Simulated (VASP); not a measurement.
Band structure of ZrB. Calculation: PBE GGA, VASP's PBE PAW potentials (set 64) (plane waves; VASP).

The cell holds a wide vacuum, so values per volume refer to the whole cell.

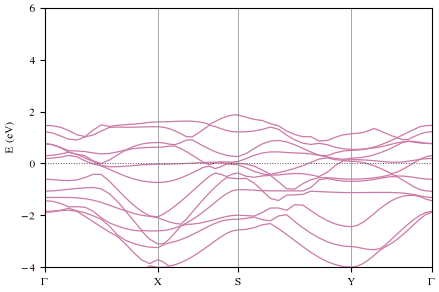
Figure. Bands along high-symmetry lines, zero at the valence-band maximum or, without a gap, the Fermi level

Question: Read the plot: is there a gap, and where are the band edges?

Answer: It has no gap at this level: it comes out as a metal or semimetal.

The cell is a sheet with vacuum, built from a generated structure.
